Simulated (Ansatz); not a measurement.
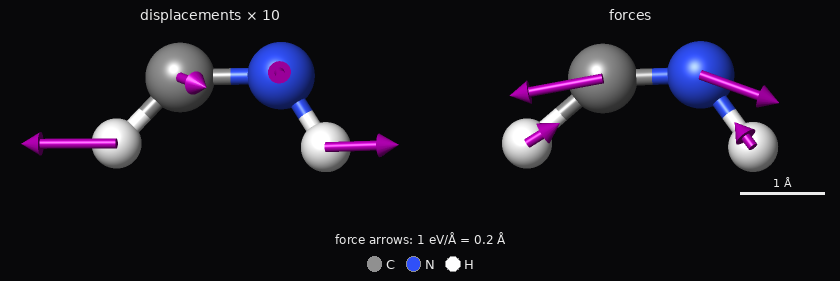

Left: CH2N (multiplicity 2), with purple arrows for the displacements applied to it. Right: the displaced structure with the computed forces. Style: ball-and-stick. Shown face on.

These are results of Ansatz, UKS PBE0-D4/def2-TZVPP, not measurements. 

Where do the forces point?

All atoms are moved at random (σ = 0.06 Å) from the PBE0-D4/def2-TZVP minimum. It costs 31.5 kJ/mol. The largest force is 5.7 eV/Å, on the C atom. The forces point partly back along the displacements (cosine −0.46). At other levels of theory the same distortion costs 27.8 kJ/mol (UKS PBE-D4/def2-TZVPP), 30.7 kJ/mol (UKS r2SCAN-D4/def2-TZVPP), 32.3 kJ/mol (UKS wB97M-V/def2-TZVPP), 36.4 kJ/mol (UHF-CCSD(T), frozen core/def2-TZVPP). Some distances before and after: C–H 1.099 → 1.198 Å, H–N 1.025 → 1.093 Å, C–N 1.217 → 1.176 Å. Among the angles between lasting bonds that change: N–C–H 134.5° → 141.5°, C–N–H 121.5° → 123.6°.
